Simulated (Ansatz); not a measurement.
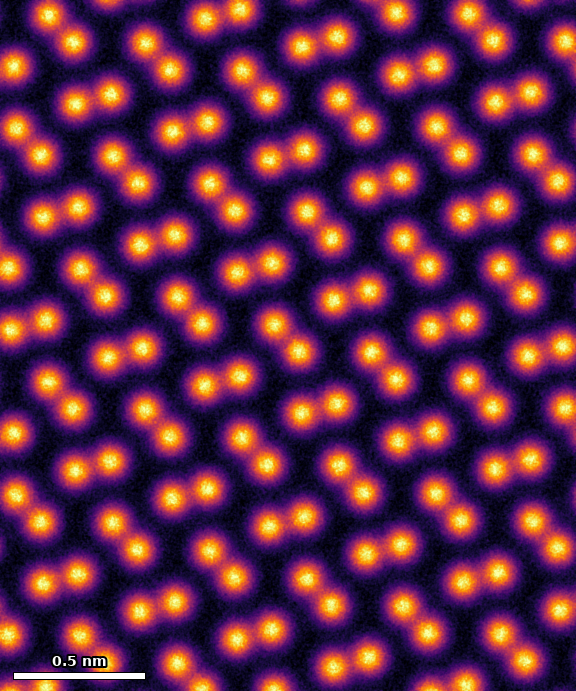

Z-contrast image of Ga (Cmce, No. 64) along [110]. The image is simulated as a sum over atoms of Z^1.6, blurred by a 0.94 Å probe (no channelling). The probe carries 25 % of its weight in a tail 2.5 times as wide. The display is stretched by a gamma of 0.8; percentages refer to the linear signal. Shot noise was added. Structure used: the geometry relaxed with DFT PBEsol, scalar-relativistic, plane waves, PAW (Ansatz).

**What can be read from this image?**

The columns repeat on a rectangular net of 3.85 × 4.49 Å (plane group p2gg). All columns are alike (Ga). The shortest distance between visible columns is 1.41 Å in projection. Along the beam the structure repeats every 4.41 Å.
